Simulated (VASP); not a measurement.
Band structure of Pr (space group P6_3/mmc). Method: PBE GGA, VASP's PBE PAW potentials (set 64) (plane waves; VASP).

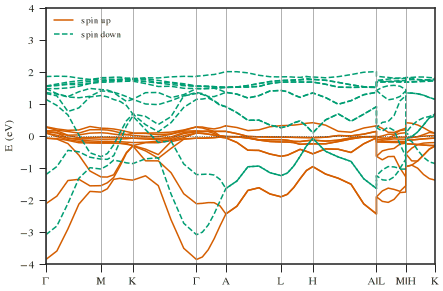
Bands along high-symmetry lines, zero at the valence-band maximum or, without a gap, the Fermi level

Q: Read the plot: is there a gap, and where are the band edges?

A: It has no gap at this level: it comes out as a metal or semimetal.

The structure was generated: Pr was put into an ordered model structure, which need not be its known phase. The cell was not relaxed at this level. VASP warned that the highest band is occupied, so more bands are needed.
